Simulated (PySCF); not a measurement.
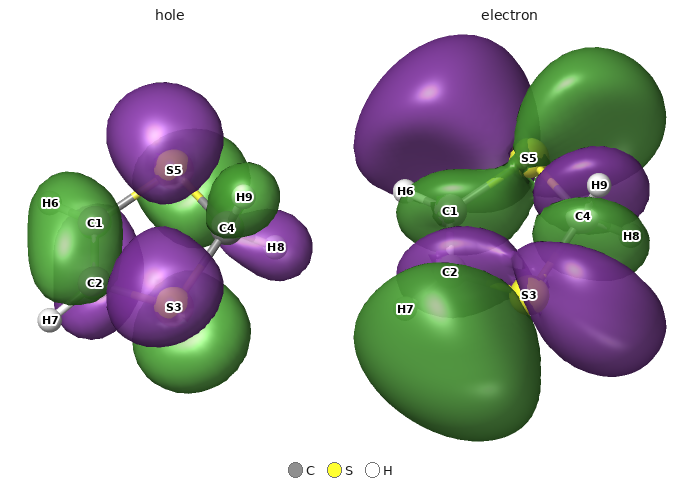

*C3H4S2, SMILES `C1=CSCS1`. Leading natural transition orbital pair of S₃ (TDA singlet states); the surfaces enclose about 85 % of each orbital's density.*

Computed with PySCF, BHandHLYP/6-311G**, geometry: GFN2-xTB. No frequency check shows the geometry to be a minimum. GFN2-xTB bond lengths at metals and heavier atoms can be off by up to 0.1 Å and shapes distorted, which carries into these values. Without diffuse functions Rydberg states are missing, so the states' numbers hold for this basis only.

Input script:

```python
import numpy as np
from pyscf import gto, scf, dft, tdscf
from pyscf.scf import atom_ks, atom_hf
from scipy.linalg import block_diag

def solve(mol, dm0=None, hcore=None):
    mf = (dft.UKS if mol.spin else dft.RKS)(mol, xc='bhandhlyp')
    mf.grids.level = 3
    mf = mf.density_fit(auxbasis='def2-universal-jkfit')
    mf.conv_tol, mf.max_cycle = 1e-8, 80
    if hcore is not None:
        mf.get_hcore = lambda *args: hcore
    mf.kernel(dm0)
    if not mf.converged:
        mf = mf.newton().run(mf.mo_coeff, mf.mo_occ, max_cycle=30)
    assert mf.converged, 'SCF not converged'
    return mf

mol = gto.M(atom='''
C      0.66299     1.28056     0.00026
C     -0.66284     1.28062     0.00014
S     -1.50601    -0.25284    -0.00026
C     -0.00021    -1.29196     0.00134
S      1.50602    -0.25297    -0.00034
H      1.28581     2.15520     0.00095
H     -1.28559     2.15531     0.00003
H     -0.00017    -1.91612    -0.89368
H      0.00005    -1.91670     0.89198
''', basis='6-311g**', charge=0, spin=0, verbose=4)
mf = solve(mol)
td = mf.TDA()
td.nstates, td.singlet, td.conv_tol = 4, True, 1e-5
td.kernel()
td.analyze()
x, y = np.array([p[0] for p in td.xy]), np.array([p[1] + 0 * p[0] for p in td.xy])
f, mu = td.oscillator_strength(), td.transition_dipole()
nto = [td.get_nto(state=i + 1, verbose=4) for i in range(len(td.e))]
# spherically averaged free atoms, for the promolecule
atm = atom_ks.get_atm_nrks(mol, xc='bhandhlyp')
pro = block_diag(*[(atm[a[0]][2] * atm[a[0]][3]) @ atm[a[0]][2].T for a in mol._atom])
np.savez('result.npz', e=td.e, f=f, ok=td.converged, w=[n[0] for n in nto], nto=[n[1] for n in nto], x=x, y=y, c=mf.mo_coeff, occ=mf.mo_occ, eps=mf.mo_energy, pro=pro, mu=mu)
```

Command:

```sh
OMP_NUM_THREADS=1 python input.py
```

The run took 5.1 min on 1 thread of Arm Neoverse V1 (shared host), peak memory 0.67 GiB.

**Give its energy and the atoms that hole and electron lie on.**

5.62 eV (221 nm), f = 0.000 (very weak), partly diffuse acceptor orbital, which a basis without diffuse functions describes poorly; the leading pair carries 69 %; hole on S3 and S5 (35 % each) and C1 and C2 (10 % each), electron on S3 and S5 (31 % each), C4 (15 %) and C1 and C2 (6 % each) (atom shares of so diffuse an orbital are rough) (shares are of the whole state, not of the leading pair alone); their centroids lie 0.1 Å apart; S₂ lies within 0.1 eV of it. In canonical orbitals it is mainly HOMO → LUMO+3 (58 %). The HOMO–LUMO gap is 7.24 eV.
